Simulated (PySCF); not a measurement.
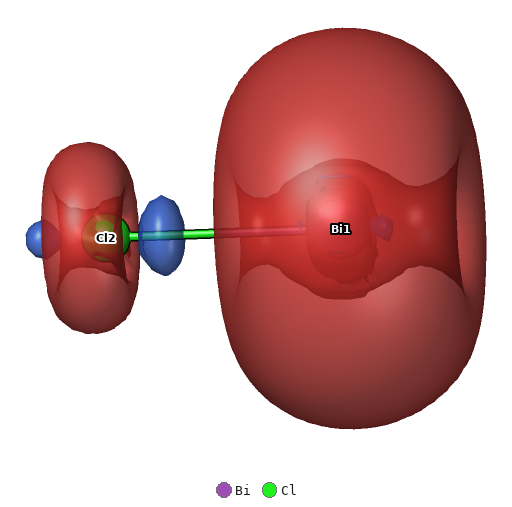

*BiCl (triplet). Isosurfaces of the spin density at +0.02 (red) and −0.02 e/Å³ (blue), seen from one side.*

Core potentials replace the inner electrons of Bi.

All numbers below come from PySCF, PBE0/cc-pVTZ(-PP), non-relativistic Hamiltonian with scalar-relativistic core potentials where named, at a bond length of 2.450 Å.

```yaml
atoms:
  - { symbol: Bi, position_ang: [0.0000, 0.0000, -0.3512] }
  - { symbol: Cl, position_ang: [0.0000, 0.0000, 2.0988] }
```

### Which atoms carry the spin?

The unpaired spin (2 electrons) lies mostly on Bi1 (about 1.9) and Cl2 (about 0.1), in electrons by Hirshfeld's partition.
